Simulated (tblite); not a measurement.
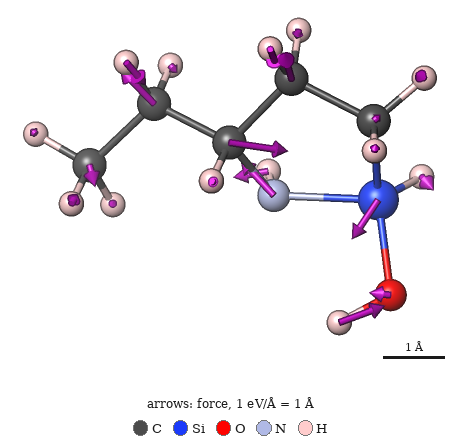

Starting geometry of C5H13NOSi with the computed forces as purple arrows. A ball-and-stick model, seen at a tilt.

These are results of GFN2-xTB geometry optimisation, gas phase (tblite), not measurements. 

Question: What follows when this structure is relaxed?

Answer: It isn't relaxed: the largest force vector, on a C atom, is 1.05 eV/Å. The final displacements have little in common with the starting forces (cosine between the two patterns 0.15). After 118 geometry steps the energy has fallen by 8.37 kcal/mol. The largest move after the best rigid fit is that of an H atom, 1.34 Å. Largest moves by element: H 1.34 Å, O 0.76 Å, N 0.34 Å, C 0.22 Å, Si 0.18 Å. Some distances before and after: C–N 1.488 → 1.451 Å, N–Si 1.744 → 1.713 Å, C–H 1.116 → 1.092 Å, H–O 0.976 → 0.954 Å. Among the angles between lasting bonds that change: Si–N–H 105.8° → 126.0°, O–Si–H 115.2° → 99.8°, N–Si–H 108.1° → 119.7°. Groups turn about O–Si by about 40°. Cost: 1.7 s on 1 thread of Arm Neoverse N1, on a shared host.
